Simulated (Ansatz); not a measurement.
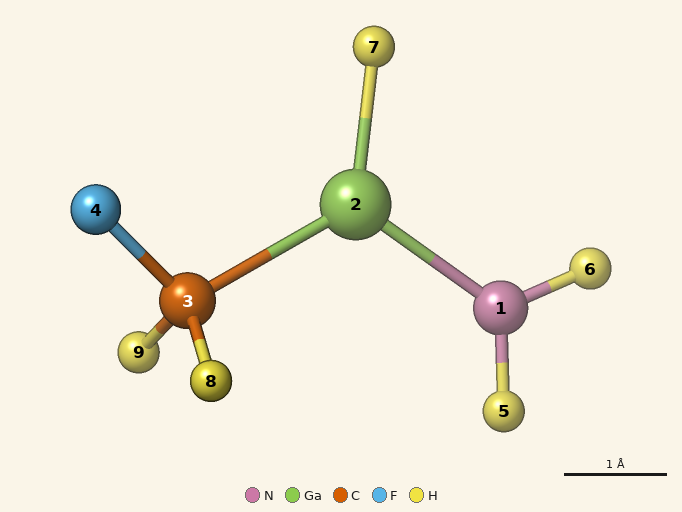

Orthographic view. Atoms fade into the background with distance from the viewer. Computed geometry: PBE-D4/def2-SVP optimisation. No frequency run is at hand to confirm it as a minimum.

Give the geometry as a Z-matrix, atoms in numerical order, with these reference atoms: 2 to 1; 3 to 2, 1; 4 to 3, 2, 1; 5 to 1, 2, 3; 6 to 1, 5, 2; 7 to 2, 1, 5; 8 to 3, 4, 2; 9 to 3, 8, 4.

```
N  
Ga   1   1.828
C    2   2.000   1   117.6
F    3   1.395   2   110.4   1   169.3
H    1   1.022   2   125.4   3    -1.0
H    1   1.022   5   111.1   2   180.0
H    2   1.572   1   116.9   5   179.0
H    3   1.115   4   109.1   2   122.2
H    3   1.115   8   106.5   4  -117.5
```
